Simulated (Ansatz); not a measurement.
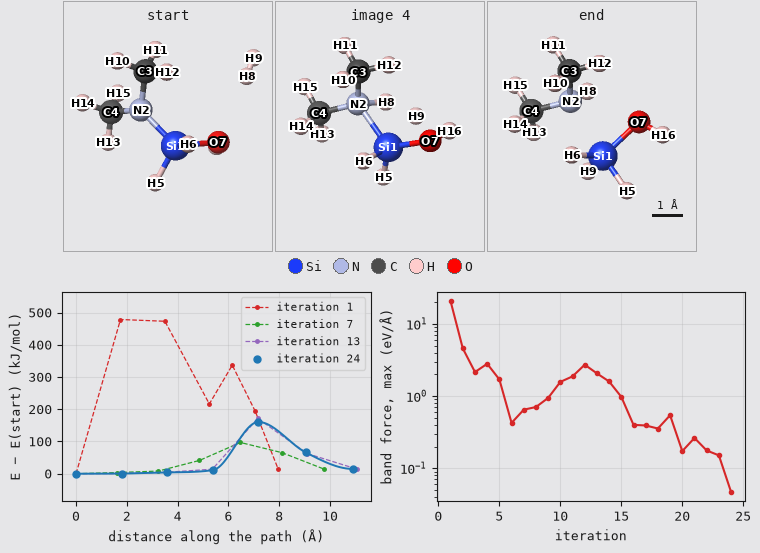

NEB run on C₂H₁₁NOSi, made up of C$_{2}$H$_{9}$NOSi and H$_{2}$. Images are numbered from 0 (start) to 6 (end). The plot follows the band through its iterations. Style: ball-and-stick. Shown face on.

The calculation used RKS PBE/6-31G* (Ansatz 0.2.0). Set-up: 5 movable images; climbing image; force threshold 0.05 eV/Å; iteration limit 60; starting path through a guess of the saddle point.

Q: Judge this run.

A: The result is final at these settings. The band converged in 24 iterations. The largest component of the band force went from 21 to 0.047 eV/Å. The climbing image converged on the top of the path. Its vibrational analysis gives one imaginary mode (1221i cm⁻¹), as a transition state must have. The first iteration put the highest image at 478.7 kJ/mol. Forward barrier 160.5 kJ/mol, backward barrier 145.8 kJ/mol, with image 4 at the top; the reaction energy is +14.7 kJ/mol.

Limits of the set-up: the start holds two separate molecules, 2.6 Å apart at their closest, whose relative position is a soft coordinate and is computed without a dispersion correction.

The run took 5.1 min on 2 threads of Arm Neoverse V1, with other jobs on the host, peak memory 0.15 GiB.
